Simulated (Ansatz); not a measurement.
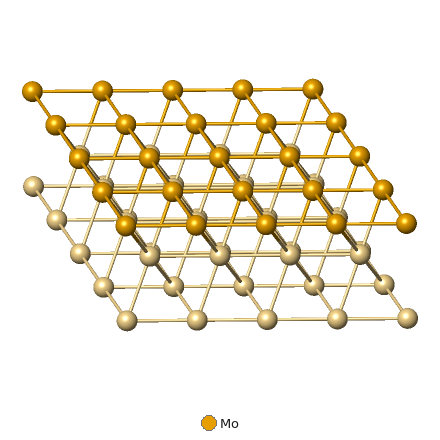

The system is N on a Mo(110) slab cut from the Im-3m phase, its upper half relaxed before the scan (12 atoms of substrate and one adsorbate in a 2 × 2 cell); the picture shows it without the atoms that are moved over the map. 
- N is moved over the surface cell; relaxed at each place: the height of the adsorbate's atoms; substrate rigid; the origin of the map has the adsorbate above Mo9.
- Places are given modulo a cell vector. The map is drawn in real space over the plane of the surface.
- The scan uses a 6 × 6 grid; 13 points were computed and 23 follow by symmetry.
- Places are given in fractions of the 1 × 1 surface cell.
- Energies: eV, counted from the lowest grid point.
- The calculation used DFT PBE, scalar-relativistic, plane waves, PAW in Ansatz. Settings: cutoff 420 eV, k-mesh 5×5×1, gaussian smearing 0.1 eV, no spin polarisation.

Range: position of N13 along the first surface vector from 0.000 to 0.833; position of N13 along the second surface vector from 0.000 to 0.833.

**What landscape does the calculation give?**

The lowest grid point is at a bridge site between two Mo atoms, over a second-layer Mo atom, (3/6, 3/6) of the cell vectors. The highest grid point, the top site over a surface Mo atom, (0/6, 0/6) of the cell vectors, lies 2.39 eV above the lowest. At the lowest point the adsorbate has 2 Mo at 1.94 Å as nearest neighbours, at the highest 1 Mo at 1.74 Å. Its relaxed height above the top atom is 1.12 Å at the lowest and 1.74 Å at the highest point.

```tsv
second ↓, first →	0/6	1/6	2/6	3/6	4/6	5/6
5/6	2.21	1.88	1.01	0.69	1.56	2.10
4/6	1.52	1.01	0.27	0.33	1.11	1.56
3/6	0.76	0.69	0.33	0.00	0.33	0.69
2/6	1.52	1.56	1.11	0.33	0.27	1.01
1/6	2.21	2.10	1.56	0.69	1.01	1.88
0/6	2.39	2.21	1.52	0.76	1.52	2.21
```

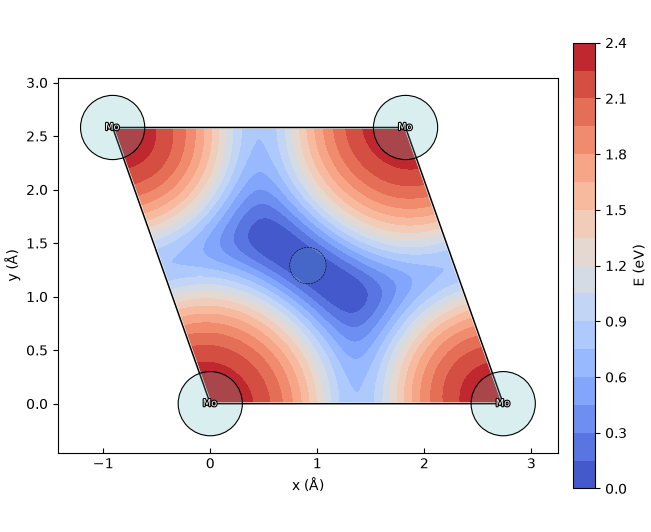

Drawn: filled contours, labelled circles for the atoms of the top layer and small ones for the second layer, the outline of one cell of the plane. Between grid points the surface is interpolated.

The whole map (13 points run) took 27 min on 4 threads of Arm Neoverse N1, on a shared host.

PAW datasets: the set soft_1.
